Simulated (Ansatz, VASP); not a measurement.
# Cross-check of LiCl between VASP and Ansatz, part 2 of 2

Aim: how closely do two programs agree when they are given the same cell, functional and k mesh? The cell is taken from a series of VASP runs on this material, whose earlier steps may have relaxed, scaled or displaced it; both programs get it as it stands. Valence electrons are named where the data sets of a main pair hold unlike numbers.

VASP 6.6.1 and Ansatz 0.2.0.

So far. Step 3 (Ansatz: single point, PBE): The run ends at a pressure of 0.12 GPa.

### 7. VASP: band structure, PBE

Level of this step: PBE; plane waves and PAW (Li_sv, Cl) (VASP).

The same cell, functional, mesh and smearing now go to VASP, with its own data sets.

Input file INCAR:

```
SYSTEM = LiCl
PREC = Accurate
ENCUT = 650
EDIFF = 1E-06
NELM = 100
ISMEAR = 0
SIGMA = 0.05
LREAL = .FALSE.
ALGO = Normal
GGA = PE
NBANDS = 17
LORBIT = 11
LWAVE = .FALSE.
LCHARG = .FALSE.
KPAR = 2
```

Input file POSCAR:

```
LiCl
1.0
    0.0000000000      2.5720326364      2.5720326364
    2.5720326364      0.0000000000      2.5720326364
    2.5720326364      2.5720326364      0.0000000000
Li Cl
1 1
Direct
    0.0000000000      0.0000000000      0.0000000000
    0.5000000000      0.5000000000      0.5000000000
```

Input file KPOINTS:

```
Automatic mesh
0
Gamma
8 8 8
0 0 0
```

Input file KPOINTS_OPT:

```
Line mode
16
Line-mode
Reciprocal
  0.00000000   0.00000000   0.00000000 GAMMA
  0.50000000   0.00000000   0.50000000 X

  0.50000000   0.00000000   0.50000000 X
  0.50000000   0.25000000   0.75000000 W

  0.50000000   0.25000000   0.75000000 W
  0.37500000   0.37500000   0.75000000 K

  0.37500000   0.37500000   0.75000000 K
  0.00000000   0.00000000   0.00000000 GAMMA

  0.00000000   0.00000000   0.00000000 GAMMA
  0.50000000   0.50000000   0.50000000 L

  0.50000000   0.50000000   0.50000000 L
  0.62500000   0.25000000   0.62500000 U

  0.62500000   0.25000000   0.62500000 U
  0.50000000   0.25000000   0.75000000 W

  0.50000000   0.25000000   0.75000000 W
  0.50000000   0.50000000   0.50000000 L

  0.50000000   0.50000000   0.50000000 L
  0.37500000   0.37500000   0.75000000 K

  0.62500000   0.25000000   0.62500000 U
  0.50000000   0.00000000   0.50000000 X
```

The projector-augmented-wave data sets are Li_sv and Cl (PBE family, release 64).

Command:

```
mpirun -np 2 vasp_std
```

Numbers of over 12 decimals in the logs are rounded to 6 here.

Output:

```text
[banner, memory and clock lines left out]
running    2 mpi-ranks, on    1 nodes
[...]
LDA part: xc-table for (Slater+PW92), standard interpolation
 POSCAR, INCAR and KPOINTS ok, starting setup
[...]
entering main loop
       N       E                     dE             d eps       ncg     rms          rms(c)
DAV:   1     0.424251580711E+02    0.42425E+02   -0.45291E+03   986   0.641E+02
DAV:   2    -0.493661910673E+01   -0.47362E+02   -0.44950E+02  1324   0.127E+02
DAV:   3    -0.740197276768E+01   -0.24654E+01   -0.24559E+01  1295   0.271E+01
DAV:   4    -0.744995585888E+01   -0.47983E-01   -0.47960E-01  1290   0.387E+00
[...]
DAV:  10    -0.738521977442E+01   -0.50430E-04   -0.94119E-05  1210   0.475E-02    0.521E-02
DAV:  11    -0.738522035968E+01   -0.58526E-06   -0.12612E-05  1339   0.174E-02    0.235E-03
DAV:  12    -0.738522053365E+01   -0.17397E-06   -0.50092E-07  1192   0.417E-03
   1 F= -.73852205E+01 E0= -.73852205E+01  d E =-.686374E-19
 Start KPOINTS_OPT (optional k-point list driver)
k-point batch [1-29\160]
       N       E                     dE             ncg
DAV:   1    -0.191800643610E+04   -0.11600E+05      986
DAV:   2    -0.326278001433E+04   -0.13448E+04     1311
DAV:   3    -0.333199916756E+04   -0.69219E+02     1380
DAV:   4    -0.333283739037E+04   -0.83822E+00     1384
DAV:   5    -0.333284560250E+04   -0.82121E-02     1404
DAV:   6    -0.333284570464E+04   -0.10214E-03     1393
DAV:   7    -0.333284570714E+04   -0.25019E-05     1350
DAV:   8    -0.333284570722E+04   -0.78230E-07     1128
[...]
k-point batch [146-160\160]
       N       E                     dE             ncg
DAV:   1     0.493991135560E+04   -0.77192E+04      510
DAV:   2     0.429228441542E+04   -0.64763E+03      695
DAV:   3     0.425975746169E+04   -0.32527E+02      684
DAV:   4     0.425934040694E+04   -0.41705E+00      771
DAV:   5     0.425933834057E+04   -0.20664E-02      694
DAV:   6     0.425933832429E+04   -0.16279E-04      771
DAV:   7     0.425933832422E+04   -0.73997E-07      592
```

OUTCAR, selected parts (step 7):

```text
  Total        0.0014847      0.0014847      0.0014847      0.0000000      0.0000000      0.0000000
  in kB        0.0699033      0.0699033      0.0699033      0.0000000      0.0000000      0.0000000
  external PRESSURE =       0.0699033 kB  Pullay stress =       0.0000000 kB

 POSITION                                       TOTAL-FORCE (eV/Angst)
 -----------------------------------------------------------------------------------
      0.00000      0.00000      0.00000         0.000000      0.000000     -0.000000
      2.57203      2.57203      2.57203        -0.000000     -0.000000      0.000000
 -----------------------------------------------------------------------------------
    total drift:                               -0.000000     -0.000000      0.000000

  FREE ENERGIE OF THE ION-ELECTRON SYSTEM (eV)
  ---------------------------------------------------
  free  energy   TOTEN  =        -7.3852205336 eV

  energy  without entropy=       -7.3852205336  energy(sigma->0) =       -7.38522053

[... 1 part as in an earlier step ...]

[... 2 further parts left out ...]
[key lines of the parts left out:]
E-fermi :   0.8145
```

The run ends at a pressure of 0.01 GPa.

### 8. Differences

The two programs side by side:

| quantity | Ansatz | VASP | difference |
| --- | --- | --- | --- |
| pressure (GPa) | 0.12 | 0.01 | +0.11 |
| gap over the path points (eV) | 6.277 | 6.288 | -0.011 |

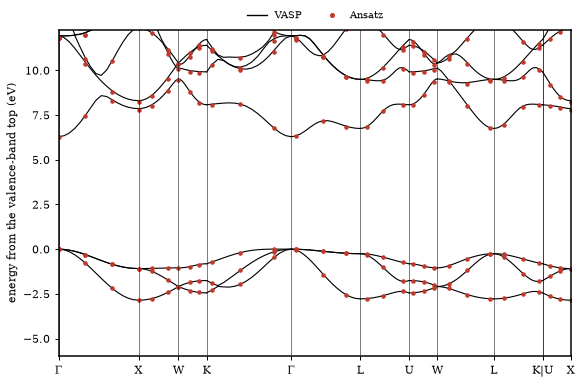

Bands from VASP (lines) and levels from Ansatz (dots). Dots without a line are higher empty bands that the VASP plot leaves out.

Levels at points of the path, from each program's valence-band top (eV; 3 filled, then empty):

| k (reciprocal lattice) | Ansatz | VASP |
| --- | --- | --- |
| 0.000 0.000 0.000 | 0.00 0.00 0.00 6.28 11.78 11.78 | 0.00 0.00 0.00 6.29 11.93 11.93 |
| 0.167 0.000 0.167 | -0.78 -0.30 -0.30 7.47 10.37 10.62 | -0.78 -0.30 -0.30 7.47 10.46 10.70 |
| 0.333 0.000 0.333 | -2.18 -0.84 -0.84 8.31 8.81 10.50 | -2.18 -0.84 -0.84 8.36 8.87 10.51 |
| 0.500 0.000 0.500 | -2.86 -1.09 -1.09 7.81 8.25 12.37 | -2.86 -1.09 -1.09 7.86 8.30 12.36 |
| 0.500 0.083 0.583 | -2.76 -1.24 -1.08 8.02 8.55 12.08 | -2.76 -1.24 -1.08 8.07 8.61 12.10 |
| 0.500 0.183 0.683 | -2.42 -1.72 -1.06 8.82 9.53 10.94 | -2.42 -1.72 -1.05 8.88 9.59 11.00 |
| 0.500 0.250 0.750 | -2.09 -2.09 -1.05 9.45 10.08 10.36 | -2.09 -2.09 -1.05 9.52 10.12 10.41 |
| 0.450 0.300 0.750 | -2.31 -1.86 -0.98 8.78 9.93 10.74 | -2.32 -1.86 -0.98 8.83 9.99 10.80 |
| 0.408 0.342 0.750 | -2.42 -1.78 -0.86 8.19 9.87 11.27 | -2.42 -1.77 -0.86 8.24 9.93 11.31 |
| 0.350 0.350 0.700 | -2.28 -1.92 -0.71 8.06 10.28 11.06 | -2.28 -1.92 -0.71 8.11 10.34 11.10 |

Among the levels compared at these points, filled levels agree within 2 meV and empty ones within 146 meV.

### 9. What the set-up changes

Further runs change the set-up of one program: Ansatz's method, potentials or start, or VASP's data sets, cutoff or form of LDA. The table gives Ansatz less VASP for each quantity, since a change that brings one quantity closer may part another.

| run | pressure (GPa) | gap over the path points (eV) |
| --- | --- | --- |
| as above | 0.11 | -0.011 |
| Ansatz's all-electron LAPW method | 0.11 | -0.014 |

### 10. Ansatz: dielectric response, PBE

The response to a field tests empty states and converges slowly with the mesh.

The cell is taken from a series of VASP runs on this material, whose earlier steps may have relaxed, scaled or displaced it; both programs get it as it stands.

Input file input.yaml:

```yaml
crystal:
  lattice:
    - [0.0, 2.5720326364, 2.5720326364]
    - [2.5720326364, 0.0, 2.5720326364]
    - [2.5720326364, 2.5720326364, 0.0]
  atoms:
    - { symbol: Li, position: [0.0, 0.0, 0.0] }
    - { symbol: Cl, position: [0.5, 0.5, 0.5] }
hamiltonian:
  xc: pbe
  pseudopotentials: { kind: paw }
kpoints:
  mp_grid: { grid: [11, 11, 11] }
scf:
  occupations: { method: fixed }
dielectric:
  method: response
```

Command:

```
ansatz run input.yaml --threads 2 --pin off --max-ram 4608MiB --backend cpu --events-out ev --progress --plain --runs-dir out
```

Output:

```text
[...]
Crystal: 2 atoms, lattice volume = 34.030 Å³
Basis set: ecut = 420 eV, 645 PW (Γ), exchange–correlation on 50×50×50 points (8 copies of the dense FFT grid, shifted against one another)
Bands: 9, of which v1, the nominal top of the filled ones, is band 5 counted from 1 (4 counted from 0)
Symmetry: 48 space group operations
k-points: 126 of 1331 (irreducible under 8 space group operations, time reversal used)
[...]
Born effective charges Z* (e; rows j = field, columns β = displacement):
    site 0:
         1.18685    0.00000   -0.00000
        -0.00000    1.18685    0.00000
         0.00000    0.00000    1.18685
    site 1:
        -1.18685   -0.00000    0.00000
         0.00000   -1.18685   -0.00000
         0.00000   -0.00000   -1.18685
  Z* charge neutrality: 1.138e-5 e pre-enforcement
  k-mesh period / interband length: 40.0 Å / 1.27 Å = 31.50 at k = (0.0000, 0.0000, 0.4545), direct gap 7.009 eV — 14 or more, which is no proof of convergence
[key lines of the parts left out:]
SCF converged after 7 iterations
Free energy (F): -1287.833854 eV
Fermi energy:    1.633934 eV
```

Wall time 8.6 s (2 threads of Arm Neoverse N1, shared host); peak memory 0.35 GiB.

### 11. VASP: dielectric response, PBE

The same cell, functional and mesh now go to VASP, with its own data sets.

Input file INCAR:

```
SYSTEM = LiCl
PREC = Accurate
ENCUT = 650
EDIFF = 1E-08
NELM = 100
ISMEAR = 0
SIGMA = 0.01
LREAL = .FALSE.
ALGO = Normal
GGA = PE
NBANDS = 11
LORBIT = 11
LWAVE = .FALSE.
LCHARG = .FALSE.
KPAR = 2
LEPSILON = .TRUE.
```

POSCAR is that of step 7.

Input file KPOINTS:

```
Automatic mesh
0
Gamma
11 11 11
0 0 0
```

Command:

```
mpirun -np 2 vasp_std
```

Output:

```text
[... set-up lines as in an earlier step ...]
 entering main loop
       N       E                     dE             d eps       ncg     rms          rms(c)
DAV:   1     0.457663040366E+02    0.45766E+02   -0.45925E+03  1232   0.961E+02
DAV:   2    -0.466000755482E+01   -0.50426E+02   -0.47838E+02  1594   0.160E+02
DAV:   3    -0.737760774484E+01   -0.27176E+01   -0.27100E+01  1577   0.392E+01
DAV:   4    -0.744965237932E+01   -0.72045E-01   -0.72014E-01  1813   0.636E+00
[...]
DAV:  13    -0.738521712745E+01    0.13032E-06   -0.14142E-07  1649   0.253E-03    0.279E-04
DAV:  14    -0.738521715016E+01   -0.22705E-07   -0.18943E-09   910   0.407E-04    0.485E-04
DAV:  15    -0.738521714016E+01    0.99950E-08   -0.18473E-09   832   0.305E-04
   1 F= -.73852171E+01 E0= -.73852171E+01  d E =-.327770-122
 Linear response reoptimize wavefunctions to high precision
DAV:   1    -0.738521713890E+01    0.12619E-08   -0.36940E-10   996   0.159E-04
DAV:   2    -0.738521713890E+01   -0.11369E-12   -0.84489E-11   799   0.672E-05
 Linear response G [H, r] |phi>, progress :
  Direction:   1
[...]
RMM:   9    -0.207878407329E+00    0.68206E-05    0.47765E-04  6808   0.164E-02    0.262E-03
RMM:  10    -0.207865192074E+00    0.13215E-04    0.43624E-04  6935   0.815E-03    0.247E-03
 change of polarisation eV/A/(eV/A) component  2 :     0.056     0.368    -0.007
 dielectric tensor                  component  2 :     0.299     2.956    -0.038
 Linear response to external field, progress :
  Direction:   3
       N       E                     dE             d eps       ncg     rms          rms(c)
RMM:   1    -0.199822424876E+00   -0.19982E+00   -0.59481E-01  6498   0.286E+00
RMM:   2    -0.209110819552E+00   -0.92884E-02   -0.21828E-02  6024   0.750E-01    0.108E+00
RMM:   3    -0.189314277028E+00    0.19797E-01   -0.31772E-02  5718   0.878E-01    0.551E-01
RMM:   4    -0.197280695069E+00   -0.79664E-02   -0.16073E-02  5989   0.633E-01    0.196E-01
[...]
RMM:  14    -0.207882417785E+00   -0.12270E-06    0.11632E-05  6692   0.354E-04    0.414E-04
RMM:  15    -0.207882366709E+00    0.51075E-07    0.17371E-06  6169   0.208E-04    0.304E-05
RMM:  16    -0.207882326303E+00    0.40406E-07    0.25070E-07  5161   0.866E-05    0.670E-06
 change of polarisation eV/A/(eV/A) component  3 :     0.005     0.044     0.368
 dielectric tensor                  component  3 :     0.029     0.232     2.956
 Born effective charges drift removed
```

OUTCAR, selected parts (step 11):

```text
  Total        0.0009446      0.0009446      0.0009446      0.0000000      0.0000000      0.0000000
  in kB        0.0444725      0.0444725      0.0444725      0.0000000      0.0000000      0.0000000
  external PRESSURE =       0.0444725 kB  Pullay stress =       0.0000000 kB

 POSITION                                       TOTAL-FORCE (eV/Angst)
 -----------------------------------------------------------------------------------
      0.00000      0.00000      0.00000         0.000000      0.000000      0.000000
      2.57203      2.57203      2.57203        -0.000000     -0.000000     -0.000000
 -----------------------------------------------------------------------------------
    total drift:                               -0.000000     -0.000000      0.000000

 MACROSCOPIC STATIC DIELECTRIC TENSOR (including local field effects in DFT)
 ------------------------------------------------------
           2.956342    -0.000000    -0.000000
          -0.000000     2.956342     0.000000
           0.000000    -0.000000     2.956342
 ------------------------------------------------------

[... 1 part as in an earlier step ...]

[... 1 further part left out ...]
```

Energies printed during the response cycles are not total energies of the cell.

### 12. Comparison

Both answers:

| quantity | Ansatz | VASP | difference |
| --- | --- | --- | --- |
| ε∞ xx | 2.95 | 2.96 | -0.24 % |
| ε∞ yy | 2.95 | 2.96 | -0.24 % |
| ε∞ zz | 2.95 | 2.96 | -0.24 % |
| Born charge of Li1 (mean of the diagonal) (e) | 1.19 | 1.19 | 0.00 |
| Born charge of Cl2 (mean of the diagonal) (e) | -1.19 | -1.19 | 0.00 |

### 13. Outcome

| Quantity | Value |
| --- | --- |
| difference in gap on the k mesh (single point, PBE) | -0.011 eV |
| largest difference of a filled level at the path points (band structure, PBE) | 2.1 meV |
| difference in ε∞ xx (dielectric response, PBE) | -0.24 % |

What this shows: The difference in gap on the k mesh is -0.011 eV (single point, PBE), within the 0.08 eV picked in this series as the mark of a large difference. Single point, PBE, Ansatz's all-electron LAPW method: the difference in gap on the k mesh goes from -0.011 to -0.014 eV. Band structure, PBE, Ansatz's all-electron LAPW method: the difference in gap over the path points goes from -0.011 to -0.014 eV. 1 further run of this series is not shown here. How closely two codes agree says nothing of how well the functional describes the real material.

[Lines on the potential files, build, host, timing and source positions are cut from VASP's logs without a mark.]

[Logs are printed without paths, hosts, clocks, repeated set-up lines and the standing remarks that a program may print on its own settings, such as how far it seeks lower states.]

[Hosts, paths, dates, database ids (printed as entryN), source tags and the programs' standing remarks are cut or masked in the printed files.]
